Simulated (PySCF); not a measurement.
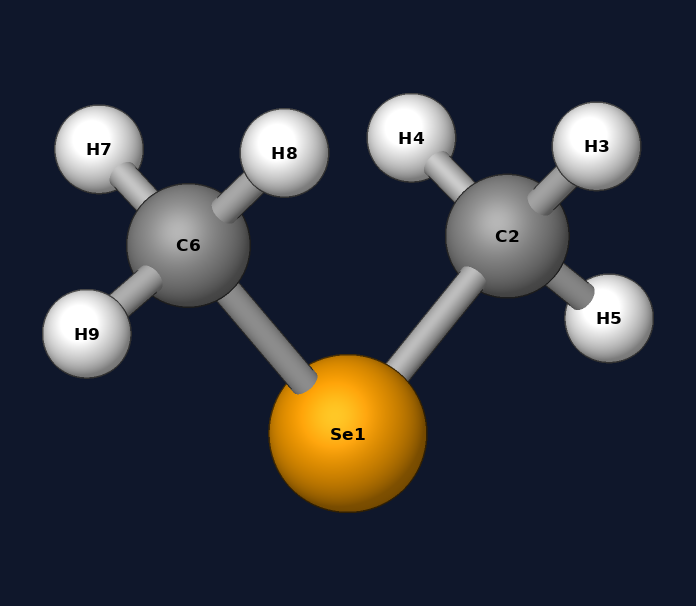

Computed geometry: PBE0-D3(BJ)/def2-SVP optimisation. No frequency run is at hand to confirm it as a minimum. Method: GIAO KT2/pcSseg-1 NMR shielding, non-relativistic, gas phase (PySCF 2.14.0). Principal shieldings σ11 ≤ σ22 ≤ σ33, span Ω = σ33 − σ11, skew κ = 3(σiso − σ22)/Ω.

Give the shielding tensors of the C atoms.

```csv
atom,σ11,σ22,σ33,σiso,Ω,κ
"C2, C6",150.6,163.7,185.4,166.5,34.8,0.25
```

Shieldings and span in ppm.
